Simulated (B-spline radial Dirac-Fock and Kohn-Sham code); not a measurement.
Neutral palladium. The calculation used a Dirac–Hartree–Slater potential; 1 + βP₂(cos θ) + (δ + γ cos²θ) sin θ cos φ with E1 and E1–E2 terms (a B-spline radial code).

Before looking at the plot, say what to expect. Its caption: Angular distribution of photoelectrons from L3 (2p3/2) in the plane of the polarisation E (up) and the photon direction k (right), relative to an isotropic one.

At 5.01 keV, β = 1.485, γ = 0.344 and δ = 0.039. At 6.00 keV, β = 1.481, γ = 0.649 and δ = 0.049. At 15.0 keV, β = 1.172, γ = 1.906 and δ = 0.152. At 15.0 keV the emission 45° forward of E is 4.1 times that 45° backward, and the lobe peaks 22° from E towards k.

The result:

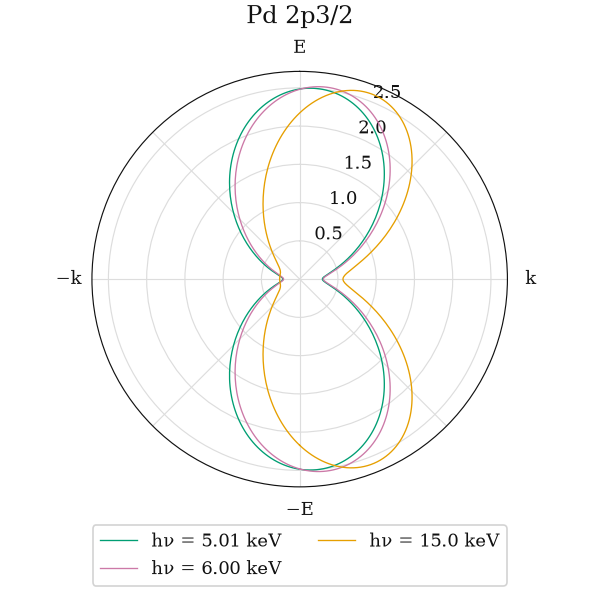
